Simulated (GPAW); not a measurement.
# Polarising H-GaAs-Cl chair monolayer with a field along the normal

The dipole of the cell at several fields, atoms fixed. What does the strongest field give, and what length does the slope stand for?

Set-up. GPAW 26.7.0, plane waves (500 eV), PAW setups, PBE, 9×9 mesh, a dipole layer in the vacuum; geometry relaxed without an applied field with GPAW. The cell's area is 14.75 Å², and e/ε0 = 180.95 V Å.

The runs, one held back:

| field (V/Å) | dipole (e Å) |
| --- | --- |
| −0.2 | −0.0310 |
| −0.1 | 0.0090 |
| −0.05 | 0.0289 |
| 0.05 | 0.0687 |
| 0.1 | 0.0886 |
| 0.2 | 0.1284 |
| 0.3 | ? |

Q: What is the dipole at 0.3 V/Å?

Worked answer. A line through the 6 points has the slope α = 0.398 e Å per V/Å and the intercept p₀ = 0.0488 e Å (r.m.s. residual 5.5e−05). At 0.3 V/Å it gives p = 0.0488 + 0.398 × 0.3 = 0.1683 e Å; the run gives 0.1681 e Å, so the response stays linear to 0.1 % of the induced part. Dividing by ε0 and the area: α/(ε0 A) = 0.398 × 180.95 / 14.75 = 4.89 Å, against 4.57 Å between the outer nuclei. For a gapped layer this length is t(1 − 1/ε), so it fixes ε only once a thickness t is chosen.

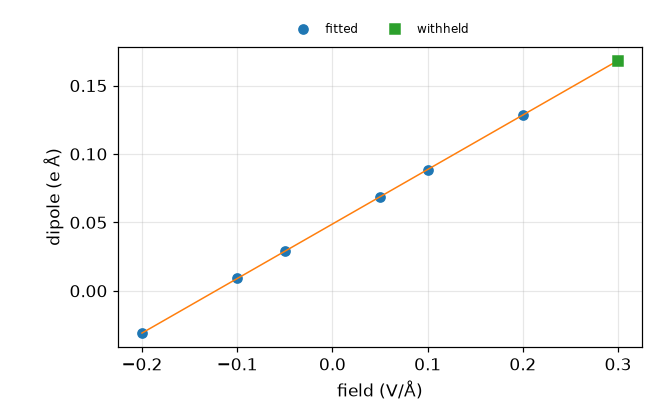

The line and the withheld run.

Caveats: This is the electronic response alone; ions that move would add to it in polar layers. No run was spin-polarised, so magnetic states weren't tested. Layers with unlike faces were relaxed with their cell in a fully periodic cell without the dipole layer, so their atoms felt a small spurious field.
